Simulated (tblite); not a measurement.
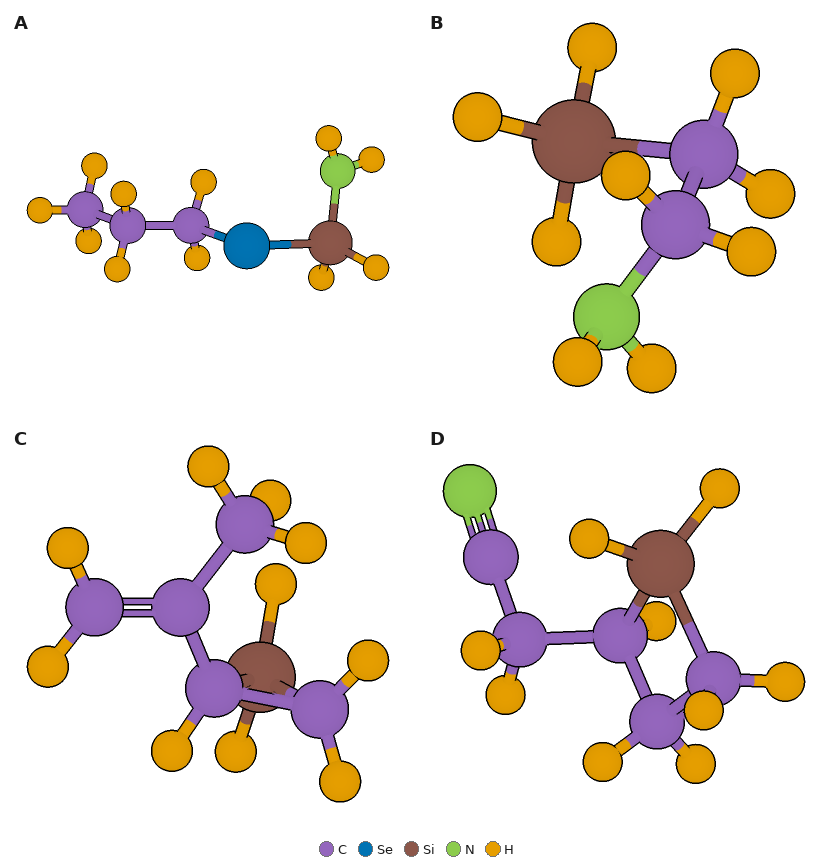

Simulated data, not a measurement (program: tblite).

```xyz
16
charge 0, multiplicity 1
N    -2.6582    1.3079    2.1651
C    -2.2421    0.7814    1.2390
C    -1.6858    0.1439    0.0769
C    -0.2092    0.5131   -0.0791
C     0.4743   -0.1345   -1.3029
C     1.7858   -0.6114   -0.6463
Si    1.0901   -0.2698    1.1037
H    -2.2579    0.4647   -0.8013
H    -1.7999   -0.9389    0.1841
H    -0.1329    1.6022   -0.1273
H    -0.1079   -0.9806   -1.6679
H     0.6240    0.5535   -2.1345
H     2.6270    0.0233   -0.9168
H     2.0583   -1.6319   -0.9038
H     0.6002   -1.4483    1.8195
H     1.8267    0.6344    1.9800
```

Which panel shows the molecule in this file?

D. The file holds C5H9NSi, `N#CC[C@@H]1CC[SiH2]1`.
